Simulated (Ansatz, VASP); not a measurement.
**Cross-check of Nb3Sn between VASP and Ansatz**

One calculation is typed for both programs; each brings its own data sets and cutoff. How far apart do they land?

Calculated with Ansatz 0.2.0; plane waves, with VASP 6.6.1 beside it; relaxation of cell and atoms at PBE.

## Step 1: Set-up

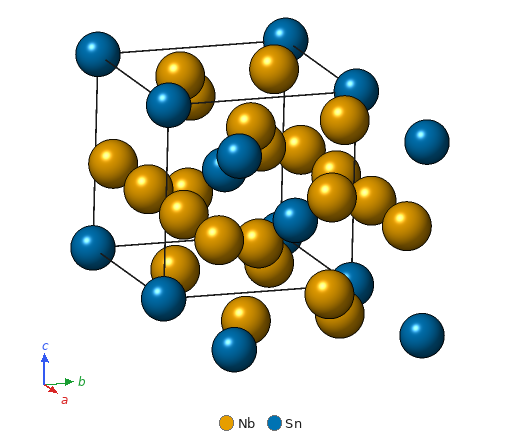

Start, viewed slightly off an axis; niobium orange, tin blue. 2×1×1 cells are drawn. Some periodic images of atoms are drawn too.

Structure file:

```cif
data_structure
_symmetry_space_group_name_H-M 'P 1'
_symmetry_Int_Tables_number 1
_cell_length_a 5.2821
_cell_length_b 5.2821
_cell_length_c 5.2821
_cell_angle_alpha 90.000
_cell_angle_beta 90.000
_cell_angle_gamma 90.000
_cell_volume 147.37
loop_
_atom_site_label
_atom_site_type_symbol
_atom_site_fract_x
_atom_site_fract_y
_atom_site_fract_z
_atom_site_occupancy
Nb1 Nb 0.25000 0.00000 0.50000 1
Nb2 Nb 0.50000 0.75000 0.00000 1
Nb3 Nb 0.75000 0.00000 0.50000 1
Nb4 Nb 0.50000 0.25000 0.00000 1
Nb5 Nb 0.00000 0.50000 0.75000 1
Nb6 Nb 0.00000 0.50000 0.25000 1
Sn7 Sn 0.00000 0.00000 0.00000 1
Sn8 Sn 0.50000 0.50000 0.50000 1
```

## Step 2: Ansatz: relaxation of cell and atoms, PBE

Ansatz runs on its default PAW (the set named soft_2) files.

The relaxed volume is the usual yardstick between codes: its relative difference is about their pressure difference at one cell divided by the bulk modulus.

input.yaml

```yaml
crystal:
  lattice:
    - [5.2821, 0.0, 0.0]
    - [0.0, 5.2821, 0.0]
    - [0.0, 0.0, 5.2821]
  atoms:
    - { symbol: Nb, position: [0.25, 0.0, 0.5] }
    - { symbol: Nb, position: [0.5, 0.75, 0.0] }
    - { symbol: Nb, position: [0.75, 0.0, 0.5] }
    - { symbol: Nb, position: [0.5, 0.25, 0.0] }
    - { symbol: Nb, position: [0.0, 0.5, 0.75] }
    - { symbol: Nb, position: [0.0, 0.5, 0.25] }
    - { symbol: Sn, position: [0.0, 0.0, 0.0] }
    - { symbol: Sn, position: [0.5, 0.5, 0.5] }
hamiltonian:
  xc: pbe
  pseudopotentials: { kind: paw }
kpoints:
  mp_grid: { grid: [4, 4, 4] }
scf:
  occupations: { method: fermi_dirac, width: 0.05 }
relax:
  f_tol: 0.01
  max_steps: 60
  cell: { stress_tol: 0.05 }
output:
  forces: true
  stress: true
```

Started as:

```
$ ansatz run input.yaml --threads 4 --pin off --max-ram 9216MiB --backend cpu --events-out ev --progress --plain --runs-dir out
```

Numbers of over 12 decimals in the logs are rounded to 6 here.

Output:

```text
Engine: ansatz 0.2.0, aarch64-unknown-linux-gnu
Pseudopotentials: kind: paw
Pseudopotential: Nb, paw, valence charge 13, recommended cutoff 420 eV (normal), Nb.paw.azcp
Pseudopotential: Sn, paw, valence charge 14, recommended cutoff 420 eV (normal), Sn.paw.azcp
Functional definition: PBE
  parameter kappa = 0.804
  parameter beta = 0.066725
  exchange = pbe_x(kappa = kappa, mu = beta*pi^2/3)
  correlation = pbe_c(beta = beta)
Crystal: 8 atoms, lattice volume = 147.374 Å³
Basis set: ecut = 420 eV, 2897 PW (Γ), exchange–correlation on 72×72×72 points (8 copies of the dense FFT grid, shifted against one another)
Bands: 64, of which v1, the nominal top of the filled ones, is band 53 counted from 1 (52 counted from 0)
Symmetry: 48 space group operations
Space group: Pm-3n (ITA 223), of the structure as read, at distance tolerance 5.3e-5 Å
k-points: 10 of 64
Non-local potential: Nb, projectors of the file, l = 0: 3, l = 1: 2, l = 2: 2, l = 3: 1
Non-local potential: Sn, projectors of the file, l = 0: 2, l = 1: 2, l = 2: 2, l = 3: 2
PAW form: soft (Blöchl's): semilocal exchange-correlation on the pseudo side does not see the compensation charge
PAW one-centre angular grid: Nb, 590 points (default); XC on 64 Gauss nodes
PAW one-centre angular grid: Sn, 590 points (default); XC on 64 Gauss nodes
Initial density: superposition of atomic densities (neutral atoms: chi_scale 0, normalization atom), corrected by the library's trained network
Initial wavefunctions: pseudopotential atomic-orbital guess
Functional: x = pbe(κ = 0.804, μ = 0.219515), c = pbe(β = 0.066725)
SCF iter   1: F=—  HF=-39363.578011 eV  |F-HF|=—  |Δ(HF+E_count)|=         —  Δρ=7.37e-3  dr2=7.41e-2  ethr=1.77e-3  ⟨swp⟩=5.9  Hψ=2247  notcnv=0  defer=4
preconditioner: auto → Kerker (q_TF=auto, 2.582 Å⁻¹)  [metal: Δε(μ)=0.030 eV  Ē_g=10.901 eV  σ=0.050 eV  W_gap=0.15  n_scr=32 (ndim 8)  ℏωp=23.3 eV  f_vac=0.000  D(μ)=12.21/eV (n_scr^D=146)]
SCF iter   2: F=—  HF=-39363.561386 eV  |F-HF|=—  |Δ(HF+E_count)|=   1.66e-2  Δρ=4.12e-3  dr2=2.47e-2  ethr=6.99e-5  ⟨swp⟩=1.0  Hψ=740  notcnv=0  defer=18
SCF iter   3: F=—  HF=-39363.553606 eV  |F-HF|=—  |Δ(HF+E_count)|=   7.78e-3  Δρ=5.37e-4  dr2=2.06e-4  ethr=2.33e-5  ⟨swp⟩=2.1  Hψ=1099  notcnv=0  defer=18
SCF iter   4: F=—  HF=-39363.553583 eV  |F-HF|=—  |Δ(HF+E_count)|=   2.33e-5  Δρ=1.08e-4  dr2=1.73e-5  ethr=1.94e-7  ⟨swp⟩=2.1  Hψ=1051  notcnv=0  defer=18
SCF iter   5: F=—  HF=-39363.553773 eV  |F-HF|=—  |Δ(HF+E_count)|=   1.90e-4  Δρ=3.09e-5  dr2=1.26e-6  ethr=1.63e-8  ⟨swp⟩=2.0  Hψ=838  notcnv=0  defer=18
SCF iter   6: F=-39363.553773 eV  HF=-39363.553773 eV  |F-HF|=4.63e-8  |Δ(HF+E_count)|=   5.97e-8  Δρ=7.28e-6  dr2=8.68e-8  ethr=9.43e-11  ⟨swp⟩=5.0  Hψ=2114  notcnv=0
SCF 1 converged in 6 iterations: F = -39363.553773 eV  dr2 = 8.68e-8
  greatest PAW one-centre occupation: 0.998 electrons in one spin orbital (limit 2), on the Nb atom at site 5 (counted from 0), in its partial waves of l = 0
relax step   1: F+E_penalty+E_count = -39363.55377270 eV  Δ(F+E_penalty+E_count) = +0.000e0 eV  max|allowed force component| = 1.105e-17 eV/Å  Δτ_max = 0.0000 Å  P = +3.221 GPa  Ω = 147.374 Å³  (6 SCF iters, dr2 threshold 1.00e-7 eV, accepted)
[...]
relax step   2: F+E_penalty+E_count = -39363.36068515 eV  Δ(F+E_penalty+E_count) = +1.931e-1 eV  max|allowed force component| = 1.521e-17 eV/Å  Δτ_max = 0.0000 Å  P = -7.862 GPa  Ω = 158.711 Å³  energy of the carried Pulay correction = -3.287e-3 eV  (6 SCF iters, dr2 threshold 8.00e-7 eV, rejected (line search))
[...]
relax step   3: F+E_penalty+E_count = -39363.58090689 eV  Δ(F+E_penalty+E_count) = -2.713e-2 eV  max|allowed force component| = 3.910e-17 eV/Å  Δτ_max = 0.0000 Å  P = -0.279 GPa  Ω = 150.498 Å³  energy of the carried Pulay correction = -9.308e-4 eV  (8 SCF iters, accepted)
[...]
relax step   4: F+E_penalty+E_count = -39363.58121048 eV  Δ(F+E_penalty+E_count) = -3.036e-4 eV  max|allowed force component| = 3.469e-17 eV/Å  Δτ_max = 0.0000 Å  P = -0.009 GPa  Ω = 150.244 Å³  energy of the carried Pulay correction = -8.558e-4 eV  (6 SCF iters, dr2 threshold 1.95e-7 eV, accepted)
[...]
relax step   5: F+E_penalty+E_count = -39363.58210282 eV  Δ(F+E_penalty+E_count) = -8.923e-4 eV  max|allowed force component| = 3.618e-17 eV/Å  Δτ_max = 0.0000 Å  P = -0.009 GPa  Ω = 150.244 Å³  stress off target by 9.19e-3 GPa  SCF on the basis re-selected at this cell (its energy is not comparable with the rows above)  (9 SCF iters)
basis re-selected at this cell: Δ(F+E_penalty+E_count) = -8.923e-4 eV, ΔP = -0.001 GPa vs the last step (what re-selecting the basis moved, of the pressure what is left beyond the Pulay correction that the steps carried, after the strain that the cell walked since its last selection, with what the two solves' SCF thresholds leave and, on support functions, any second-order correction that the steps lacked; it is no m [...]
SCF converged after 9 iterations
Free energy (F): -39363.582103 eV
Harris-Foulkes:  -39363.582103 eV  (|F-HF|=0.00e0)
Internal energy: -39363.479989 eV  (E = F + TS)
E sigma→0 (E₀):  -39363.531046 eV
Entropy (-TS):   -0.102114 eV (-12.764 meV/atom)
Fermi energy:    16.936037 eV
--- Per-component energies (eV) ---
  E_band       = -474.446299
  E_kinetic    = 2744.542042
  E_local      = -5476.936348  (includes V_loc(G=0)·N_el)
  E_nonlocal   = 657.295535
  E_hartree    = 2220.022757
  E_xc         = -1817.963992
  E_vxc        = -1470.472424  (∫ρ·V_xc dr)
  E_paw        = -26721.595368  (= ΣΔE_a)
  E_vpaw       = -1368.920669  (= ΣTr[D̂ρ^β])
  E_aug_tail   = 0.000051  (compensation charges beyond the density's cutoff)
  E_ewald      = -10968.844666
  E_smearing   = -0.102114  (= −TS)
  E_closure    = 0.000000  (closes the sum)
  Σ components = -39363.582103   (vs F -39363.582103, Δ=0.00e0)
--- Forces (eV/Å), atoms counted from 1 ---
  atom   1  Nb     0.00000000    -0.00000000    -0.00000000
  atom   2  Nb     0.00000000    -0.00000000    -0.00000000
  atom   3  Nb    -0.00000000     0.00000000     0.00000000
  atom   4  Nb    -0.00000000     0.00000000     0.00000000
  atom   5  Nb     0.00000000     0.00000000     0.00000000
  atom   6  Nb    -0.00000000    -0.00000000    -0.00000000
  atom   7  Sn    -0.00000000     0.00000000    -0.00000000
  atom   8  Sn     0.00000000    -0.00000000     0.00000000
  max |Σ_I F_I| component: 6.94e-18 eV/Å
--- Stress (GPa, compression-positive) ---
       -0.009192       0.000000       0.000000
        0.000000      -0.009192       0.000000
        0.000000      -0.000000      -0.009192
  P = ⅓ Tr σ = -0.0092 GPa (-0.092 kbar)
--- Relaxed structure (4 steps of the walk, 3 accepted, 1 SCFs on fresh bases) ---
  F+E_penalty+E_count = -39363.58210282 eV   max|allowed force component| = 3.618e-17 eV/Å   (the final SCF, on the basis selected at the relaxed cell)
  cell:  # Å, volume = 150.2439 Å³
    - [5.316171, 0, 0.0]
    - [0, 5.316171, 0.0]
    - [0, 0.0, 5.316171]
  atoms:
    - { symbol: Nb, position: [0.25, 0, 0.5] }
    - { symbol: Nb, position: [0.5, 0.75, 0] }
    - { symbol: Nb, position: [0.75, 0, 0.5] }
    - { symbol: Nb, position: [0.5, 0.25, 0] }
    - { symbol: Nb, position: [0, 0.5, 0.75] }
    - { symbol: Nb, position: [0, 0.5, 0.25] }
    - { symbol: Sn, position: [0, 0, 0] }
    - { symbol: Sn, position: [0.5, 0.5, 0.5] }
```

The job ended after 8.2 s (4 threads of Arm Neoverse V1, shared host; peak memory 0.58 GiB; 31 s of CPU time).

(Continued in part 2 of 2.)

[Lines on the potential files, build, host, timing and source positions are cut from VASP's logs without a mark.]

[Logs are printed without paths, hosts, clocks, repeated set-up lines and the standing remarks that a program may print on its own settings, such as how far it seeks lower states.]

[Hosts, paths, dates, database ids (printed as entryN), source tags and the programs' standing remarks are cut or masked in the printed files.]
